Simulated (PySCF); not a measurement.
KAl (triplet)

```xyz
2

K     0.0000    0.0000   -1.3919
Al    0.0000    0.0000    2.0101
```

The calculation used PySCF, PBE0/def2-SVPD, non-relativistic Hamiltonian with scalar-relativistic core potentials where named, at a bond length of 3.402 Å.

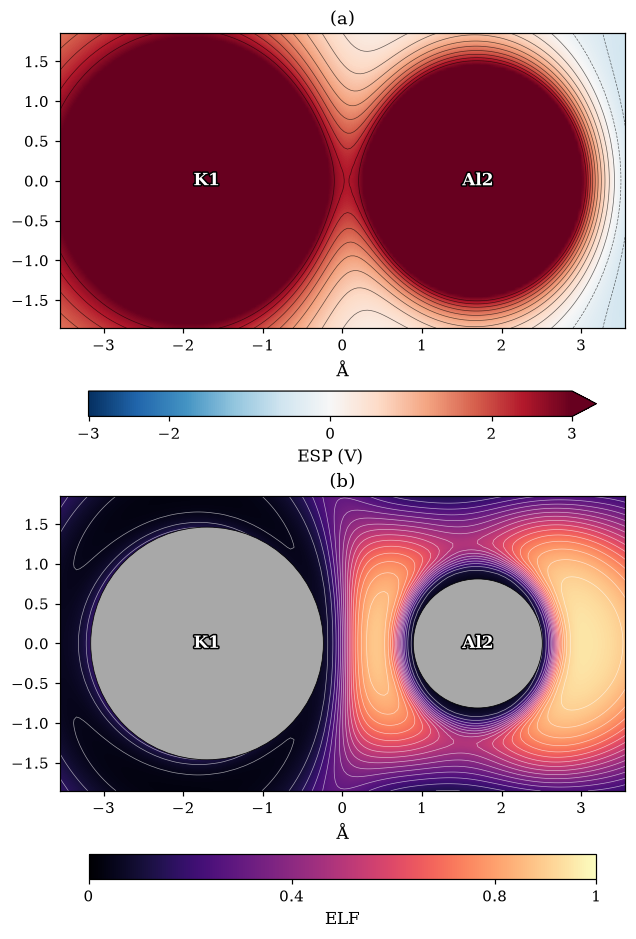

Figure 1. (a) molecular electrostatic potential; (b) ELF on a plane that holds the molecular axis. Grey discs cover the atomic cores in the ELF map.

Q: Interpret the plot.

A: The plane passes through K and Al nuclei.
K–Al (3.40 Å): the ELF peaks at about 0.90 in the valence shell of Al, 1.3 Å from its nucleus, and is about 0.35 at the midpoint.
Outside the dense part of the molecule the potential is most negative (−0.6 V) near K1.

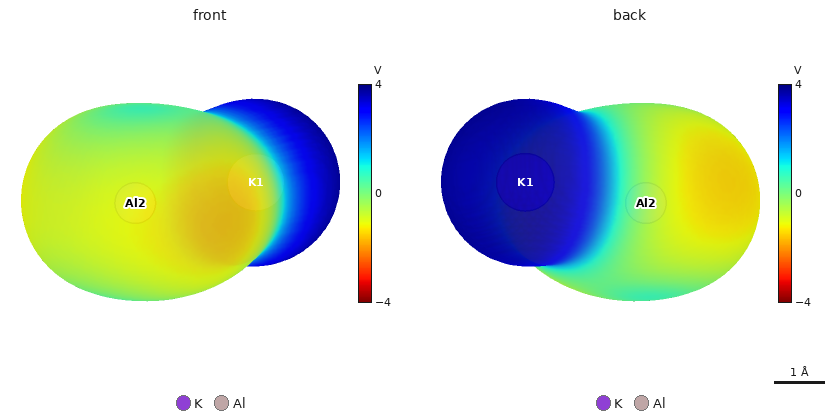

Figure 2. The electrostatic potential painted on the density surface at 0.002 e/bohr³, seen from the front and from behind; red is negative and blue positive.

Q: Which sites attract a positive test charge, and which a negative one?

A: A positive charge is drawn to the negative regions and a negative charge to the positive ones. The most negative region (about −1.5 V, or −35 kcal/mol for a unit charge) lies over Al2, the most positive (about +3.8 V, or +88 kcal/mol for a unit charge) over K1.
